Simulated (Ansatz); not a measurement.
Consider FGeH3O···HCl.

```yaml
atoms:
  - { symbol: Ge, position_ang: [0.2032, -0.3446, -0.3576] }
  - { symbol: Cl, position_ang: [-0.3131, -0.1216, 3.4282] }
  - { symbol: H, position_ang: [1.1600, -0.4279, -1.5712] }
  - { symbol: H, position_ang: [-0.1748, 1.0383, 0.1915] }
  - { symbol: O, position_ang: [-1.3230, -1.2195, -0.6125] }
  - { symbol: H, position_ang: [-1.1837, -2.0948, -1.0195] }
  - { symbol: F, position_ang: [1.1071, -1.2067, 0.9247] }
  - { symbol: H, position_ang: [0.4217, -0.7337, 2.5295] }
```

Method: Ansatz 0.2.0, RKS PBE/def2-SVP.

> What can the converged electron density and electron localisation function tell about the bonding?

Ge–O (1.78 Å): the density is about 0.96 e/Å³ at the midpoint; the ELF peaks at about 0.85 in the valence shell of O, 0.6 Å from its nucleus, and is about 0.35 at the midpoint.
Ge–F (1.79 Å): ρ is about 0.81 e/Å³ halfway; the ELF peaks at about 0.80 in the valence shell of F, 0.5 Å from its nucleus, and is about 0.25 at the midpoint.

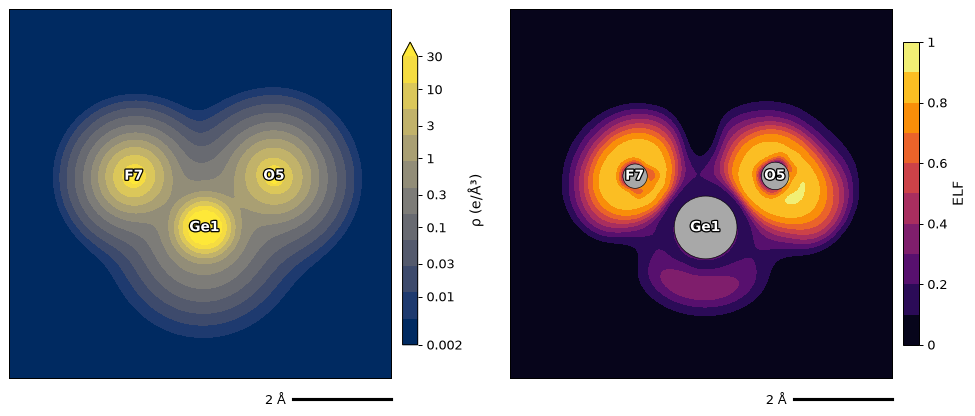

Computed electron density and electron localisation function on the plane of atoms O5, Ge1 and F7, in this order. Grey discs cover the atomic cores in the ELF map. 
